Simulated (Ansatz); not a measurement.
## Fields on a plane of Se (trigonal-Se type, space group P3_121)

```xyz
3
Lattice="4.5294 0.0000 0.0000 -2.2647 3.9226 0.0000 0.0000 0.0000 5.0424" Properties=species:S:1:pos:R:3 pbc="T T T"
Se     0.9893     0.0000     4.2020
Se    -0.4946     0.8567     0.8404
Se     1.7701     3.0659     2.5212
```

The slice is a (-1 1 0 2) plane (indices of the conventional cell) through the point (0.000, 0.218, 0.167) (fractional), spanned by u = [110] and v = [1 -1 1] in vectors of this cell: u (4.53 Å) and v (9.33 Å, at 90° to u). It covers one period; positions are fractions (u, v).

Atoms on it: Se at (0.50, 0.70), 0.2 Å off the plane; Se at (0.00, 0.00). Other atoms lie within 1 Å of the plane.

Method: PBE (plane waves to 420 eV, PAW, scalar-relativistic; Ansatz, a program for electronic structure). k mesh 9×9×7. These are valence fields of a PAW run, semicore shells included where kept as valence: close to a nucleus they are smooth pseudo fields. Se was relaxed with its symmetry unable to fall. The PAW data are Ansatz's earlier set.

```
v \ u  0.00  0.12  0.25  0.38  0.50  0.62  0.75  0.88
-----  ----  ----  ----  ----  ----  ----  ----  ----
0.88   -0.5  -0.7  -1.1  -1.2  -1.2  -1.2  -1.0  -0.6
0.75   -1.7  -1.3  -0.6   0.1   0.7   0.0  -0.7  -1.4
0.62   -1.3  -1.0  -0.6  -0.2   0.0  -0.2  -0.7  -1.3
0.50   -0.9  -0.5  -0.6  -0.9  -1.3  -1.6  -1.7  -1.4
0.38   -1.4  -1.3  -1.4  -1.6  -1.7  -1.7  -1.6  -1.6
0.25   -1.4  -1.8  -1.8  -1.4  -0.8  -0.5  -0.6  -1.0
0.12   -0.5  -0.7  -1.1  -1.2  -0.8  -0.4  -0.4  -0.4
0.00    1.8   0.5  -0.4  -1.2  -1.6  -1.1  -0.4   0.5
```

Values: log₁₀ of the valence density in e/Å³. The scale is logarithmic, as a density can span decades between atoms and voids.

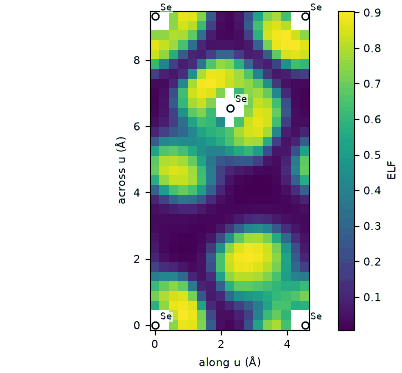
Fig. 1. Electron localisation function (ELF), one period of the plane, atoms marked. Points within 0.5 Å of a nucleus are left white, as the pseudised field means little there.
